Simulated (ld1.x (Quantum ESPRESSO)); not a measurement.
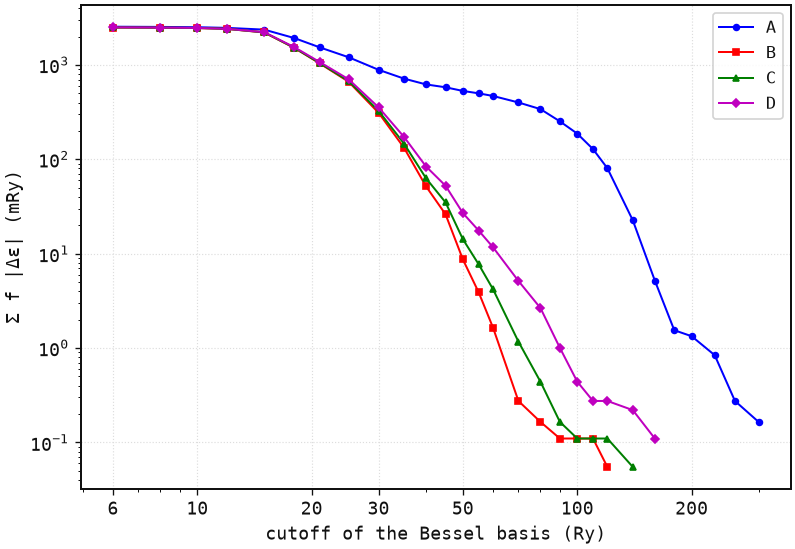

The occupation-weighted error of the valence levels in a spherical-Bessel basis for 4 variants of one potential.

Base settings:

Input of ld1.x (Quantum ESPRESSO) 7.5:

```
 &input
   title='Tc', zed=43., rel=1, dft='PBE', iswitch=3,
   config='[Kr] 4d5.5 5s1.5 5p0',
   nld=3, rlderiv=4.20, eminld=-2.0, emaxld=5.0, deld=0.02
 /
 &inputp
   pseudotype=2, tm=.true., lloc=0,
   nlcc=.true., rcore=0.90,
   file_pseudopw='Tc.UPF', file_wfcaegen='ae.wfc', file_wfcncgen='nc.wfc', file_beta='beta', file_chi='chi'
 /
3
5P  2  1   0.00   0.00  3.85  3.85  0.0
4D  3  2   5.50   0.00  1.35  1.35  0.0
5S  1  0   1.50   0.00  2.45  2.45  0.0
 &test
   configts(1)='4d5.5 5s1.5 5p0'
 /
```

Launched with:
```bash
ld1.x < Tc.in > Tc.out
```

Functional and relativity: PBE, scalar-relativistic.

The variants differ in the scale factor on all radii: 0.73, 0.89, 0.93, 1.00. Which curve belongs to which value?

Answer. A: 0.73; B: 1.00; C: 0.93; D: 0.89.

What did the other tests of these runs give?

Answer. A: loose cutoff 160 Ry; bound ghosts p; largest test error +226 meV. B: loose cutoff 50 Ry; bound ghosts none; largest test error -353 meV. C: loose cutoff 55 Ry; bound ghosts none; largest test error -327 meV. D: loose cutoff 70 Ry; bound ghosts none; largest test error -310 meV. The loose cutoff is the first of the cutoffs, on a coarse ladder, from which the occupation-weighted sum of valence levels, in a spherical-Bessel basis at the reference potential, stays within 10 and 1 mRy of its value at 400 Ry.
